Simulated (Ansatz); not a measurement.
# BNH3 (SMILES B[NH]) at UMP2/STO-3G

What is the vertical ionisation energy of BNH3 at UMP2/STO-3G? 

Program for the calculation: Ansatz 0.2.0.

53 further runs of the same task are left out: 53 set aside as unsound or not needed.

## 1. The structure to begin with

The species is BNH3 (5 atoms), meant as a doublet with charge 0. As SMILES, `B[NH]`. The shape is that of a PBE0-D4/def2-TZVP optimisation.

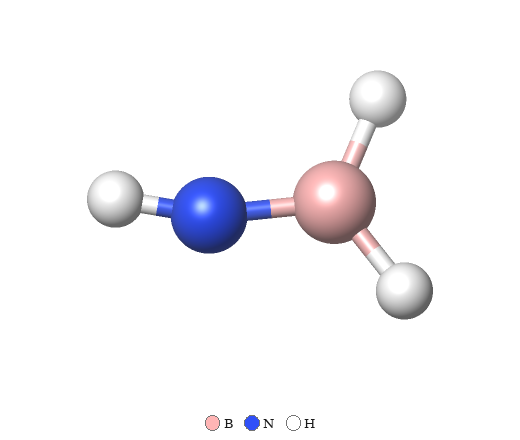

Viewed from a chosen angle; boron pink, nitrogen blue, hydrogen white.

## 2. The energy at UMP2/STO-3G

in.yaml reads:

```yaml
crystal:
  periodic: [false, false, false]
  atoms:
    - {symbol: B, position_ang: [-0.310800, -0.370100, -0.091600]}
    - {symbol: N, position_ang: [0.531200, 0.655200, -0.019800]}
    - {symbol: H, position_ang: [-0.414800, -1.107400, 0.862500]}
    - {symbol: H, position_ang: [-0.964100, -0.573100, -1.081900]}
    - {symbol: H, position_ang: [1.208400, 1.321700, 0.289300]}
basis:
  gaussian: {orbitals: STO-3G}
magnetization: {spin_polarized: true, initial_magnetization: 1}
correlation: {method: mp2, frozen_orbitals: {B: 1, H: 0, "N": 1}}
accuracy: high
```

The run is started by

```
$ ansatz run in.yaml --threads 1 --pin off --max-ram 2610MiB --events-out events.jsonl --progress --plain --runs-dir runs
```

The program printed:

```text
Warning: RAYON_NUM_THREADS=1 ignored (pool sized by the plan → 1); use --threads N
Functional definition: HF
  name "HF"
  exchange = exact_x
  correlation = 0
207 factors; integrals over basis functions are off by at most 9.2e-9 eV
mean field evaluation 1: about -2170.3226 eV, gradient 1.1e1 eV
mean field evaluation 2: about -2170.3438 eV, gradient 1.1e1 eV
mean field evaluation 4: about -2171.7187 eV, gradient 1.9e0 eV
mean field evaluation 8: about -2171.7890 eV, gradient 2.4e-3 eV
mean field -2171.78792033 eV, -79.8117339815 hartree, gradient 1.9e-8 eV, S^2 0.779272; 0 other end points of the search recorded, 0 dependent functions left out
2 core orbitals not correlated: weight in the atoms' cores, before any rotation towards them, 1.000 or more for the frozen orbitals, at most 0.000 for the correlated occupied ones
reference -2171.78792033 eV, -79.8117339815 hartree; 6, 5 occupied and 5, 6 virtual orbitals, 207 factors
second order -2.04354962 eV of doubles, -0.00000000 eV of singles
Total energy: -2173.83146996 eV, -79.8868330451 hartree
```

Run time: 0.08 s. Hardware: 1 thread of Arm Neoverse V1, shared host.

## 3. The singlet cation, same level

in.yaml reads:

```yaml
basis:
  gaussian: {orbitals: STO-3G}
crystal:
  periodic: [false, false, false]
  atoms:
    - {symbol: B, position_ang: [-0.310800, -0.370100, -0.091600]}
    - {symbol: "N", position_ang: [0.531200, 0.655200, -0.019800]}
    - {symbol: H, position_ang: [-0.414800, -1.107400, 0.862500]}
    - {symbol: H, position_ang: [-0.964100, -0.573100, -1.081900]}
    - {symbol: H, position_ang: [1.208400, 1.321700, 0.289300]}
total_charge: 1
correlation: {method: mp2, frozen_orbitals: {B: 1, H: 0, "N": 1}}
accuracy: high
```

The run is started by

```
$ ansatz run in.yaml --threads 1 --pin off --max-ram 2610MiB --events-out events.jsonl --progress --plain --runs-dir runs
```

The program printed:

```text
Warning: RAYON_NUM_THREADS=1 ignored (pool sized by the plan → 1); use --threads N
Functional definition: HF
  name "HF"
  exchange = exact_x
  correlation = 0
207 factors; integrals over basis functions are off by at most 9.2e-9 eV
mean field evaluation 1: about -2158.3309 eV, gradient 3.1e1 eV
mean field evaluation 2: about -2158.3330 eV, gradient 3.1e1 eV
mean field evaluation 4: about -2162.2914 eV, gradient 5.3e0 eV
mean field evaluation 8: about -2162.5658 eV, gradient 5.6e-2 eV
mean field evaluation 16: about -2154.7339 eV, gradient 4.7e1 eV
mean field -2162.56582681 eV, -79.4728282954 hartree, gradient 3.0e-8 eV, S^2 0.000000; 2 other end points of the search recorded, 0 dependent functions left out; unrestricted orbitals would lower it
2 core orbitals not correlated: weight in the atoms' cores, before any rotation towards them, 1.000 or more for the frozen orbitals, at most 0.000 for the correlated occupied ones
reference -2162.56582681 eV, -79.4728282954 hartree; 5, 5 occupied and 6, 6 virtual orbitals, 207 factors
second order -2.48647982 eV of doubles, -0.00000000 eV of singles
Total energy: -2165.05230663 eV, -79.5642047435 hartree
```

It took 0.08 s on 1 thread of Arm Neoverse V1, shared host.

## 4. Summary of results

At UMP2/STO-3G, 2 core orbitals frozen:

```
                                                   quantity         value
                                 doublet BNH3: total energy  -79.88683 Eh
  doublet BNH3: correlation energy (2 core orbitals frozen)     -75.1 mEh
            doublet BNH3: ⟨S²⟩ of the reference determinant         0.779
                               singlet cation: total energy  -79.56420 Eh
singlet cation: correlation energy (2 core orbitals frozen)     -91.4 mEh
         vertical ionisation energy (to the singlet cation)      8.779 eV
```

The vertical ionisation energy comes to 8.78 eV (202 kcal/mol). Only the singlet of the ionised species was computed; a triplet could lie lower. In a minimal basis such a difference can be off by several eV, whatever the method. The restricted solution (singlet cation) is unstable to spin breaking: an unrestricted one lies lower.
